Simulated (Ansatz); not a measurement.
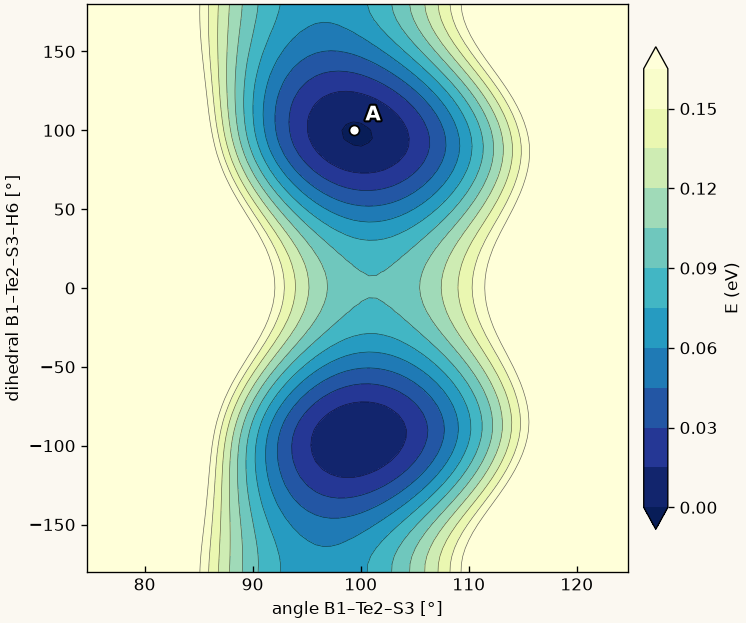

BH₃STe, SMILES B[Te]S. Coordinates scanned: (1) angle B1–Te2–S3; (2) dihedral B1–Te2–S3–H6. Nothing is relaxed (all other coordinates rigid). Grid: 13 × 12 points. Points are written as (first, second). Energies are in eV, from the lowest grid point. Level of theory: RHF-MP2, frozen core/def2-TZVP (Ansatz).

The picture shows filled contours, one colour for all values above the top of the scale, the point A. Between grid points the surface is interpolated.

Question: What is the easiest way out of the well at A, and how high is the barrier?

Answer: The easiest path leads from the well at about (99°, 100°) to the well at (99.7°, −90°), about 0.0018 eV higher (on a rigid scan; wells that are mirror images or exchange like atoms can differ by this much). Its highest point lies about 0.065 eV above the bottom of the first well on the interpolated surface, at about (97°, −175°). The start is the relaxed structure and all else is held, so a fully relaxed path at this level can only be lower.

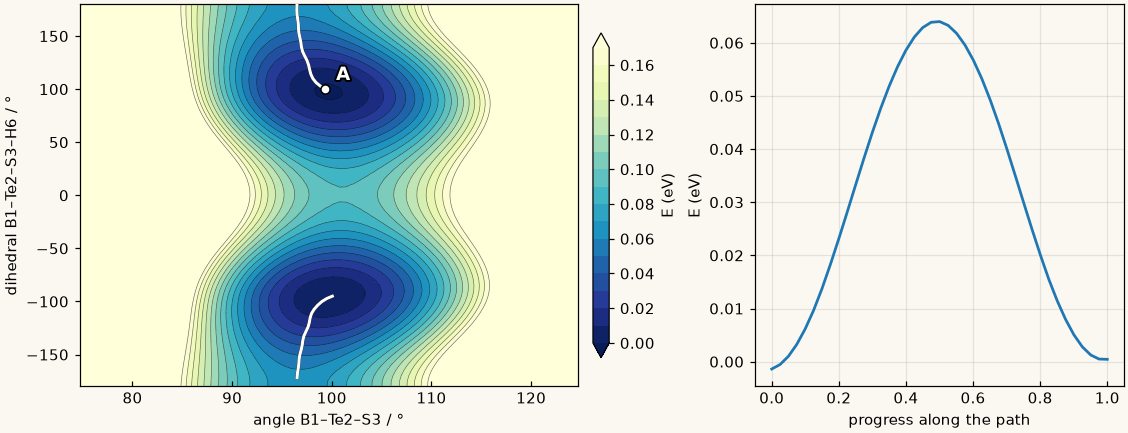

In the figure: filled contours, a line along the lowest path, one colour for all values above the top of the scale, the energy along the path at the right. Between grid points the surface is interpolated.
